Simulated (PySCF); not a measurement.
# WOH: relaxation and vibrations of the quartet

Aim: relax WOH as a quartet from a bent start, check by its vibrations whether the end is a minimum, and collect its spectrum and constants.

Method: PBE0, basis W def2-TZVP with ECP60, O def2-TZVP, H def2-TZVP, scalar-relativistic core potentials, no spin–orbit coupling, density fitting; program: PySCF 2.14.0.

## (1) Where the work starts

3 atoms, charge 0, spin multiplicity 4.

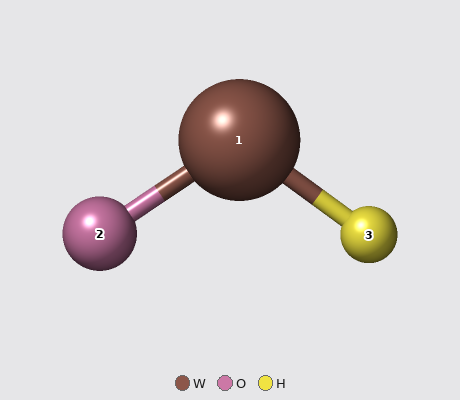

As it starts; tungsten brown, oxygen pink, hydrogen yellow; atoms are numbered from 1 in the order of the file.

Coordinates in bohr (charge 0 multiplicity 4):
```
W     0.0000    0.0000    0.0000
O    -2.7399    0.0000    1.9184
H     2.6161    0.0000    1.8317
```

## (2) The SCF at the typed geometry

The steps below are one call of a driver around PySCF. For each, scf.py gives the equivalent set-up of the SCF; relaxations use the driver's own optimiser. After this first run the driver tries any further starts and a stability analysis.

scf.py reads:

```python
from pyscf import gto, scf, dft
mol = gto.M(atom='''
W      0.000000     0.000000     0.000000
O     -1.449900     0.000000     1.015200
H      1.384400     0.000000     0.969300''',
    basis={'W': 'def2-TZVP', 'O': 'def2-TZVP', 'H': 'def2-TZVP'},
    ecp={'W': 'def2-TZVP'},
    charge=0, spin=3)
mf = dft.UKS(mol, xc='PBE0')
mf.grids.atom_grid = (50, 194)
aux = {'W': 'def2-universal-JKFIT', 'O': 'def2-universal-JKFIT', 'H': 'def2-universal-JKFIT'}
mf = mf.density_fit(auxbasis=aux)
mf.conv_tol = 1e-08
mf.diis_space = 10
mf.max_cycle = 60
mf.init_guess = 'minao'
mf.verbose = 4
mf.kernel()
```

Run with:

```sh
> OMP_NUM_THREADS=2 python axn.py task.json out
```

Standard output:

```text
init E= -123.862460807988
[... the frontier-level lines of each cycle are left out ...]
cycle= 1 E= -142.430454811182  delta_E= -18.6  |g|= 0.905  |ddm|= 5.04
cycle= 2 E= -136.086362399866  delta_E= 6.34  |g|= 3.09  |ddm|= 2.24
cycle= 3 E= -142.757667151094  delta_E= -6.67  |g|= 0.226  |ddm|= 1.95
cycle= 4 E= -142.783913818633  delta_E= -0.0262  |g|= 0.107  |ddm|= 0.284
cycle= 5 E= -142.789224446575  delta_E= -0.00531  |g|= 0.0205  |ddm|= 0.106
cycle= 6 E= -142.789533303299  delta_E= -0.000309  |g|= 0.00784  |ddm|= 0.0237
cycle= 7 E= -142.789636717645  delta_E= -0.000103  |g|= 0.00406  |ddm|= 0.0152
cycle= 8 E= -142.789695044407  delta_E= -5.83e-05  |g|= 0.00391  |ddm|= 0.0152
cycle= 9 E= -142.789715398953  delta_E= -2.04e-05  |g|= 0.0021  |ddm|= 0.00868
cycle= 10 E= -142.789718830549  delta_E= -3.43e-06  |g|= 0.000748  |ddm|= 0.00265
cycle= 11 E= -142.789719473703  delta_E= -6.43e-07  |g|= 0.000169  |ddm|= 0.00145
cycle= 12 E= -142.789719542653  delta_E= -6.9e-08  |g|= 4.95e-05  |ddm|= 0.000606
cycle= 13 E= -142.789719553892  delta_E= -1.12e-08  |g|= 2.42e-05  |ddm|= 0.0003
cycle= 14 E= -142.789719555197  delta_E= -1.31e-09  |g|= 4.64e-06  |ddm|= 0.000105
Extra cycle  E= -142.789719555248  delta_E= -5.13e-11  |g|= 5.66e-06  |ddm|= 1.49e-05
converged SCF energy = -142.789719555248  <S^2> = 3.7939459  2S+1 = 4.0219129
```

This step, with its further starts and checks, ran for 6.5 s (2 threads of Arm Neoverse V2, shared host).

The starts that the driver tried:

```csv
start,energy (Eh)
the minimal-basis guess,-142.789720
a thermally smeared density,-142.789720
a smeared PBE density,-142.789720
```

No lower solution of this spin turned up from the other starts or in the test of internal stability.

## (3) Relaxation: bent start, quartet

The program finds Cs symmetry in the start, which this walk keeps. The walk stops when the largest gradient is under 0.0003 Eh/bohr and the energy has settled too.

Changes to scf.py since step 2:

```diff
@@ -3,3 +3,3 @@
-W      0.000000     0.000000     0.000000
-O     -1.449900     0.000000     1.015200
-H      1.384400     0.000000     0.969300''',
+W      0.108462     0.000000    -0.085666
+O     -1.341438     0.000000     0.929534
+H      1.492862     0.000000     0.883634''',
@@ -16 +15,0 @@
-mf.init_guess = 'minao'
```

Steps of the walk:

```csv
step,energy (Eh),change (kJ/mol),largest symmetric gradient (Eh/bohr)
0,-142.789720,0.00,0.07203
1,-142.797872,-21.40,0.02211
2,-142.799029,-24.44,0.00621
3,-142.799366,-25.33,0.00389
4,-142.799389,-25.39,0.00054
5,-142.799389,-25.39,0.00003
```

The walk took 7.8 s.

Positions (Å) and forces (eV/Å) along the way:

```
step 0
W    0.108   0.000  -0.086  -3.704   0.000   2.515
O   -1.341   0.000   0.930   3.023   0.000  -2.543
H    1.493   0.000   0.884   0.682   0.000   0.028
step 1
W    0.064   0.000  -0.031   0.616   0.000  -0.624
O   -1.322   0.000   0.888  -1.137   0.000   0.521
H    1.518   0.000   0.871   0.521   0.000   0.103
step 3
W    0.060   0.000   0.008  -0.200   0.000   0.091
O   -1.392   0.000   0.867   0.139   0.000  -0.104
H    1.592   0.000   0.853   0.062   0.000   0.013
step 5
W    0.057   0.000   0.013  -0.001   0.000  -0.002
O   -1.397   0.000   0.863   0.000   0.000   0.001
H    1.600   0.000   0.851   0.001   0.000   0.001
```

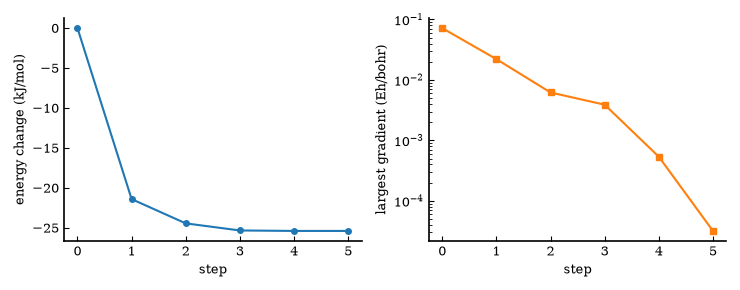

How energy and gradient fall.

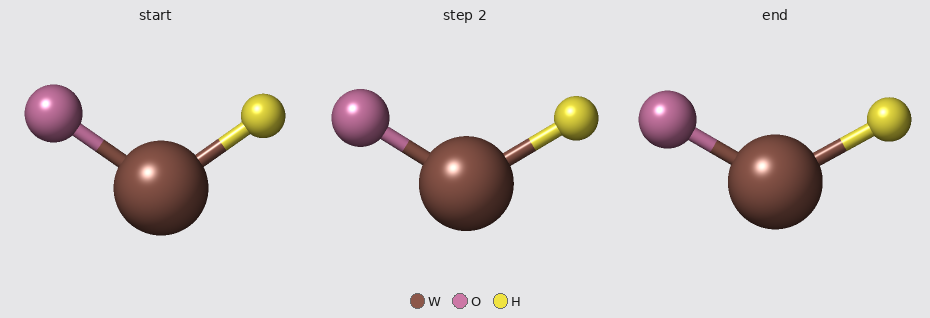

The geometry along the walk, at one scale.

End point (Cs, 5 steps, 25.4 kJ/mol gained): W–H 1.756 Å, W–O 1.684 Å; H–W–O 121.1°.

## (4) Is it a minimum? Harmonic modes

On the finer grid the gradient is checked again; gradients at displacements of ±0.02 bohr then give force constants and infrared intensities.

Changes to scf.py since step 3:

```diff
@@ -3,3 +3,3 @@
-W      0.108462     0.000000    -0.085666
-O     -1.341438     0.000000     0.929534
-H      1.492862     0.000000     0.883634''',
+W      0.107971     0.000000    -0.072123
+O     -1.345739     0.000000     0.778629
+H      1.650332     0.000000     0.766590''',
@@ -10 +10 @@
-mf.grids.atom_grid = (50, 194)
+mf.grids.atom_grid = (75, 302)
@@ -13 +13 @@
-mf.conv_tol = 1e-08
+mf.conv_tol = 1e-10
```

The driver hands on the density of the step before, so the log starts near convergence.

SCF at the final geometry:

```text
init E= -142.799392578621
[... the frontier-level lines of each cycle are left out ...]
cycle= 1 E= -142.799392578602  delta_E= 1.88e-11  |g|= 8.5e-06  |ddm|= 6.13e-06
Extra cycle  E= -142.799392578353  delta_E= 2.48e-10  |g|= 2.7e-05  |ddm|= 1.71e-05
converged SCF energy = -142.799392578353  <S^2> = 3.77766  2S+1 = 4.0138062
```

The whole step took 30 s.

Geometry: Cs; W–H 1.756 Å, W–O 1.684 Å; H–W–O 121.1°.

Harmonic modes (main isotopes):

```json
{"symmetry": "a'", "ω (cm⁻¹)": "553", "IR (km/mol)": "22.1", "type": "bend"}
{"symmetry": "a'", "ω (cm⁻¹)": "1031", "IR (km/mol)": "162", "type": "stretch"}
{"symmetry": "a'", "ω (cm⁻¹)": "1869", "IR (km/mol)": "174", "type": "stretch"}
```

All wavenumbers are real: a minimum.

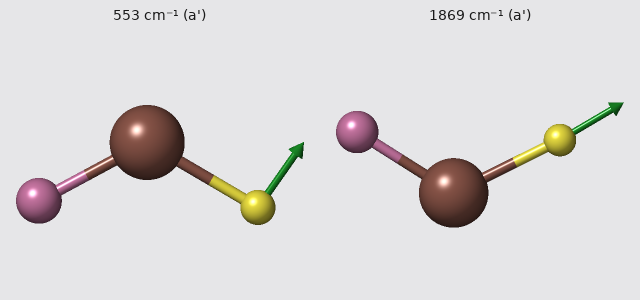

How the atoms move in 2 of the modes.

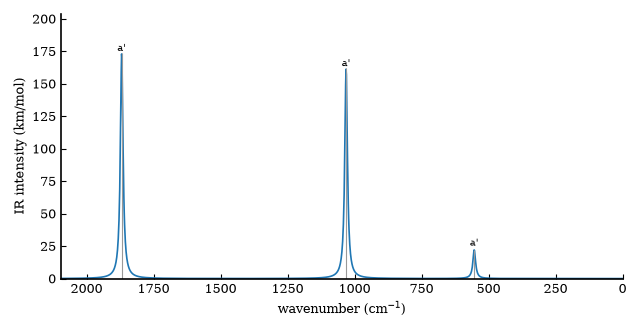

The harmonic infrared spectrum (widths in cm⁻¹). Lines are broadened to a width of 12 cm⁻¹ (Lorentzian).

Constants and moments:

```yaml
Dipole_moment: 2.57 D
Highest_occupied_level: -5.97 eV
Lowest_empty_level: -2.74 eV
Rotational_constants: 7.648, 0.393, 0.3738 cm⁻¹
Zero-point_energy: 20.7 kJ/mol
Principal_polarisabilities: 47.4, 48.0, 50.0 bohr³
Atomisation_energy_without_zero-point_energy: 971 kJ/mol
Principal_traceless_quadrupole_moments_about_the_centre_of_mass: -4.41, -0.28, 4.69 D Å
Entropy_at_298.15_K_and_1_bar_electronic_part_spin_only: 272.4 J/(mol K)
Heat_capacity_Cp_at_298.15_K: 39.5 J/(mol K)
Enthalpy_at_298.15_K_above_0_K: 10.50 kJ/mol
Rotational_symmetry_number: 1
Spin_squared_⟨S²⟩: 3.778
```

Charges (e) and bond orders:

```
atom  Mulliken  Löwdin  polar tensor  spin (Mulliken)  Mayer order to W1
  W1      0.58    0.43          0.91             3.20                  –
  O2     -0.45   -0.27         -0.69            -0.14               2.24
  H3     -0.13   -0.16         -0.22            -0.06               0.96
```

Mulliken populations on W1 (outside its core potential): s 2.92, p 6.36, d 4.08, f 0.06.

## (5) Outcome

| quantity | value |
| --- | --- |
| minimum | quartet, Cs |
| geometry | W–H 1.756 Å, W–O 1.684 Å; H–W–O 121.1° |
| wavenumbers (cm⁻¹) | 553 (a'), 1031 (a'), 1869 (a') |
| dipole moment | 2.57 D |
| highest occupied, lowest empty level (either spin) | -5.97, -2.74 eV |
| polar-tensor charge of W1 | +0.91 e |
| zero-point energy | 20.7 kJ/mol |
| entropy at 298.15 K | 272.4 J/(mol K) |
| atomisation energy (no zero-point energy) | 971 kJ/mol |
| ⟨S²⟩ | 3.778 |

**Reading.** The molecule stays Cs, as typed, and the end point is a minimum. In the infrared the band at 1869 cm⁻¹ (a', stretch) leads. Most of the spin sits on W1 (Mulliken spin 3.20, against 3 for the whole molecule). Other starts or spin states, not run here, may lie lower. One determinant may miss the lowest occupation of an open d or f shell. Spin–orbit coupling, left out here, can matter for elements this heavy.

The search up to here took 44 s.
